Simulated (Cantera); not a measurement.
Input: 1 mol CO2, 0.3 mol H2O, a varied amount of N2, equilibrated at 3375 K and 135 Torr.

Cantera equilibrium calculation (NASA polynomials, part measured and part estimated; ideal gas, pure solids and liquids). Candidate condensed phases: C, C6H6, C7H8, C8H18, H2O; 136 gas species. Kinetics and transport are ignored.

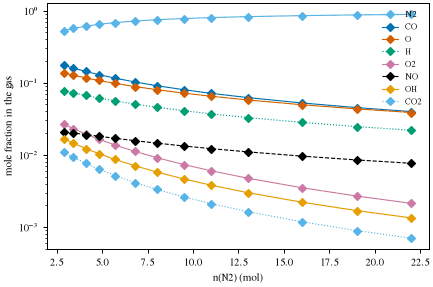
Figure. Equilibrium gas composition (values under 1e-9 drawn at 1e-9)

Problem. Read off the mole fractions at 8 mol N2.

Solution. N2 about 0.75, CO about 0.091, O about 0.080, H about 0.046, NO about 0.015, O2 about 0.0092, OH about 0.0058, CO2 about 0.0033.
